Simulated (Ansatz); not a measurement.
Effect of Mo → Ru on Mo

The parent structure is Mo in the bcc (W type) structure (space group Im-3m, No. 229; a = 3.1509 Å).

It is then changed as follows: every Mo is replaced by Ru, then cell and atoms are relaxed.

The values are results of r2SCAN (Ansatz, a first-principles code), spin-orbit coupling left out, earlier PAW set, not measurements. Γ-centred 21×21×21 mesh, Fermi–Dirac width 0.05 eV.

The density goes up by 1.849 g/cm³ to 12.03 g/cm³ and the lattice parameter a drops by 0.118 Å (3.151 Å → 3.033 Å). The space group is still Im-3m (No. 229) and the band gap stays zero.

Final structure:

```
Ru
1.0
   -1.51635     1.51635     1.51635
    1.51635    -1.51635     1.51635
    1.51635     1.51635    -1.51635
Ru
1
Cartesian
  0.00000   0.00000   0.00000
```

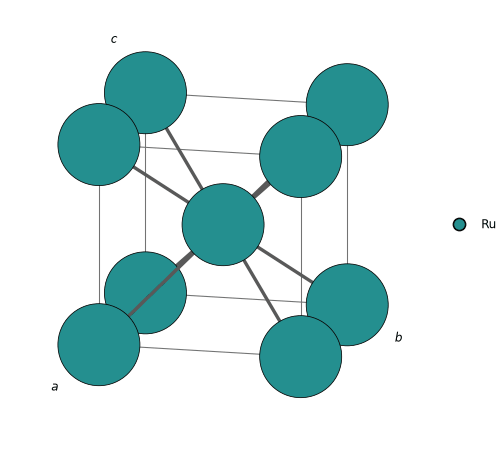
Fig. 1. The relaxed conventional cell after the change

Whether these cells are dynamically stable was not tested. As relaxed here, Ru is a hypothetical phase, not in the database extracts checked. The final runs are not spin-polarised. Ru has a high density of states at the Fermi level and may be magnetic at this level.
